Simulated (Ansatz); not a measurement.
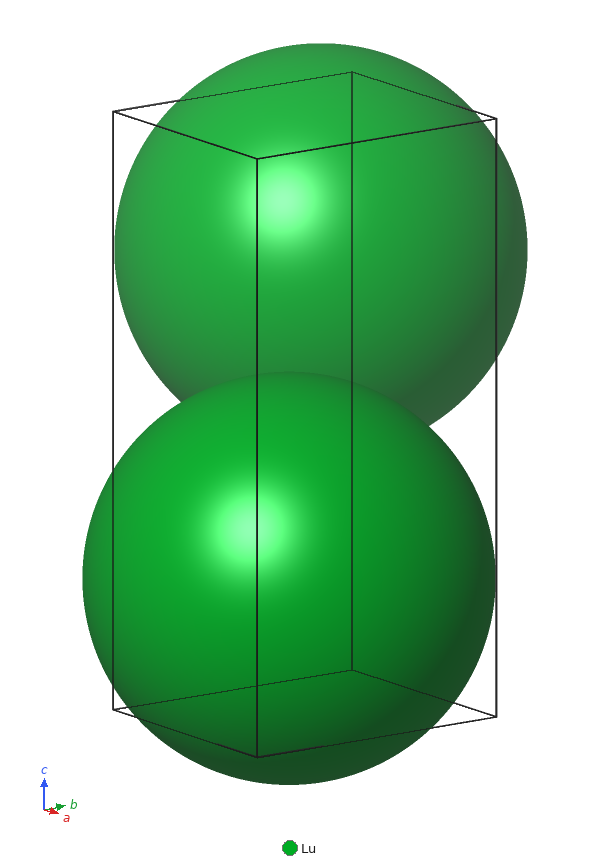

Space-filling drawing of the structure, looking slightly off an axis. The edges of the conventional unit cell are marked.

- The element is lutetium.
- It is primitive hexagonal, space group P6_3/mmc (No. 194).
- Prototype: hexagonal close-packed (Mg type).
- The cell holds two atoms.
- About every Lu there are twelve Lu in an anticuboctahedral arrangement.

Starting structure: the standard structure of this element. This is the structure after a relaxation with DFT PBE, scalar-relativistic, plane waves, PAW in Ansatz.
